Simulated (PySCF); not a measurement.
C2H12Si4

The calculation's input:

```
{"job": {"kind": "nmr", "xc": "PBE0", "basis": "pcSseg-1"}, "charge": 0, "multiplicity": 1}
C     -2.516182     1.263378     0.110941
Si    -0.987977     0.433880     0.894373
Si     0.994917     1.440443     0.184282
C      2.173397    -0.036173    -0.122626
Si     1.380848    -1.593059    -0.905499
Si    -0.686067    -1.768503     0.144882
H     -2.596635     2.307480     0.399860
H     -3.434588     0.768345     0.412899
H     -2.467044     1.228354    -0.973740
H     -1.198369     0.552820     2.352739
H      1.664192     2.369172     1.107402
H      0.868892     2.181047    -1.081203
H      2.595403    -0.329631     0.840778
H      3.020383     0.288875    -0.725131
H      1.282199    -1.362257    -2.354855
H      2.321183    -2.712983    -0.752477
H     -1.736124    -2.252579    -0.763744
H     -0.687187    -2.772292     1.219462
```

Command:

```sh
OMP_NUM_THREADS=1 python probes_run.py task.json out
```

Geometry: GFN2-xTB.

Computed with PBE0/pcSseg-1, SCF density, gas phase, non-relativistic in PySCF.

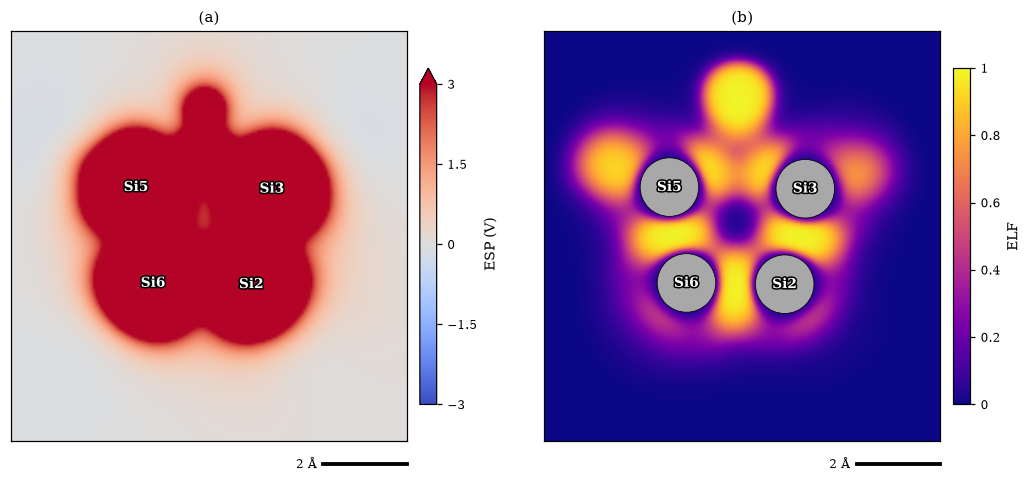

Figure 1. (a) electrostatic potential; (b) ELF on the plane of atoms Si2, Si6 and Si5. Grey discs cover the atomic cores in the ELF map.

Q: What do the fields say about this system?

A:
- Atoms in the plane: Si.
- Si–Si (2.33 Å): the ELF peaks at about 1 between the atoms (a shared electron pair).
- The potential has no marked negative region in this plane.

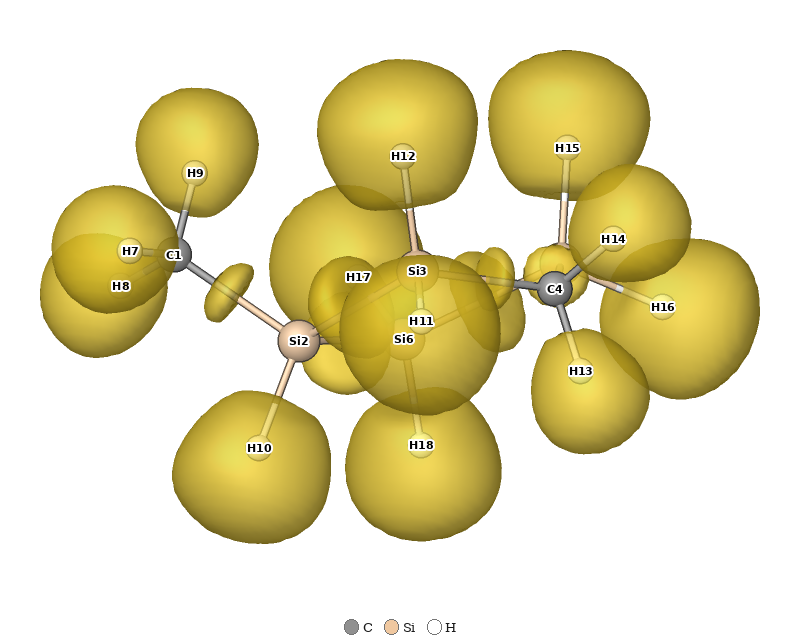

Figure 2. Isosurface of the ELF at 0.9 (yellow), seen from one side. Core shells and regions of very low density are left out.

Q: What do the ELF domains correspond to?

A: The surface consists of three regions between bonded C–Si atoms (shared pairs), three regions between bonded Si–Si atoms (shared pairs) and twelve regions around hydrogen nuclei. Along the contacts the grid gives the following. C–Si (1.91 Å): the ELF peaks at about 0.95 between the atoms (a covalent bond).

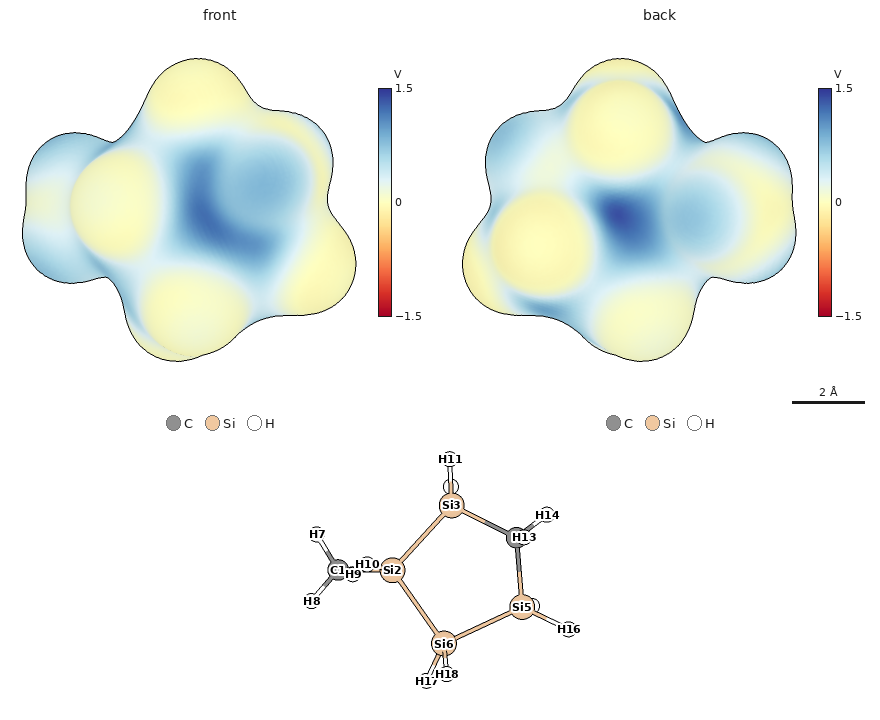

Figure 3. The molecular electrostatic potential painted on the density surface at 0.002 e/bohr³, seen from the front and from behind; the colour scale runs from red (negative) to blue (positive). The bare structure is drawn below in the same view.

Q: Which sites attract a positive test charge, and which a negative one?

A: A positive charge is drawn to the negative regions and a negative charge to the positive ones. The most negative region (about −0.1 V) lies over the C and H atoms, the most positive (about +1.2 V) over Si2, Si3, Si5 and Si6.

Q: How polar is the molecule by this calculation?

A: Its dipole moment is 0.47 D.
